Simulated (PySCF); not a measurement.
Si(H)(Et)(OH)(OEt), C₄H₁₂O₂Si, SMILES CCO[SiH](O)CC at its GFN2-xTB optimised geometry (Å):

```
19

Si    -0.1658    -0.6181     0.0000
O     -0.4204     0.9954     0.0000
C     -0.9798    -1.5153     1.4552
C     -0.5207    -0.9486     2.7926
O     -0.8134    -1.3652    -1.2891
C     -0.6219    -1.0421    -2.6399
C     -1.7114    -1.6891    -3.4813
H      1.2927    -0.6181     0.0000
H     -1.2927     1.3652     0.1146
H     -0.7444    -2.5779     1.4213
H     -2.0674    -1.4420     1.3916
H     -0.7436     0.1139     2.8570
H     -1.0118    -1.4526     3.6237
H      0.5534    -1.0696     2.9065
H     -0.6357     0.0471    -2.7654
H      0.3650    -1.4032    -2.9528
H     -2.6870    -1.3199    -3.1759
H     -1.6916    -2.7668    -3.3437
H     -1.5560    -1.4594    -4.5319
```

Calculation: PBE0/def2-SVP run with PySCF. Cells within 0.4 Å of a nucleus heavier than hydrogen are left out (blank, or x).

Map of the HOMO amplitude (bohr^(-3/2)) on the plane z = 0.0 Å; orbital energy -7.83 eV, overall sign arbitrary:

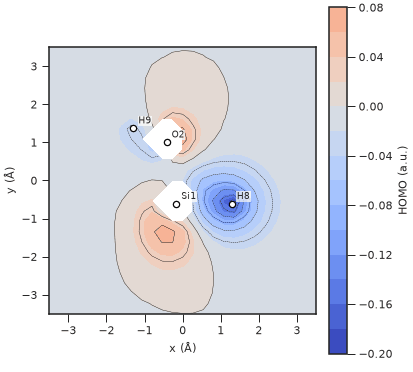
*HOMO amplitude (bohr^(-3/2)) on the plane z = 0.0 Å.*
